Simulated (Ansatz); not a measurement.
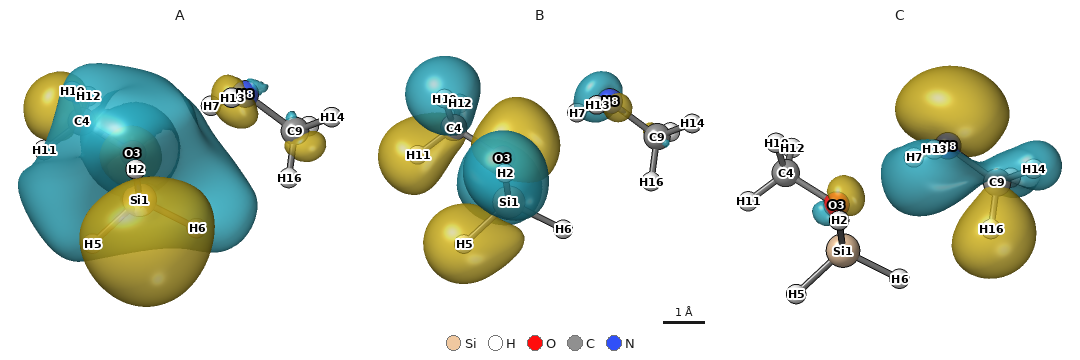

Figure 1: CH₆OSi···CH₅N. Three frontier orbitals at ±0.06 Å⁻³ᐟ² (yellow and cyan are the two phases), in no order.

Computed with RKS BLYP-D4/def2-SVP in Ansatz.

```
atom    x (Å)    y (Å)    z (Å)
  Si  -0.0344   1.6855   0.3533
   H   1.4061   1.5923   0.7795
   O  -0.3284   0.7758  -1.0417
   C   0.2786   1.0749  -2.3005
   H  -0.3515   3.1334   0.0935
   H  -0.9353   1.1430   1.4117
   H   0.1027  -1.1537  -0.1398
   N   0.4699  -1.7653   0.6018
   C  -0.5709  -2.0788   1.5860
   H   1.3870   0.9631  -2.2655
   H   0.0437   2.1106  -2.6379
   H  -0.1177   0.3658  -3.0546
   H   1.2471  -1.2538   1.0415
   H  -0.1623  -2.7532   2.3694
   H  -1.3963  -2.6322   1.0888
   H  -1.0382  -1.2073   2.1144
```

Question: Order the three orbitals by energy and name them.

Answer: B is the HOMO−1 (−6.54 eV). It lies mainly on O3 (about 55 %), C4 (about 10 %) and H2 (about 5 %). C is the HOMO (−4.62 eV). It lies mainly on N8 (about 70 %), C9 (about 10 %) and H16 (about 5 %); largely a lone pair of N8. A is the LUMO (−0.24 eV). Its weight (Hirshfeld) is mainly on Si1 (about 50 %), O3 (about 10 %), C4 (about 10 %) and H2 (about 5 %).

Question: What is the HOMO–LUMO gap?

Answer: 4.38 eV between the orbital energies.
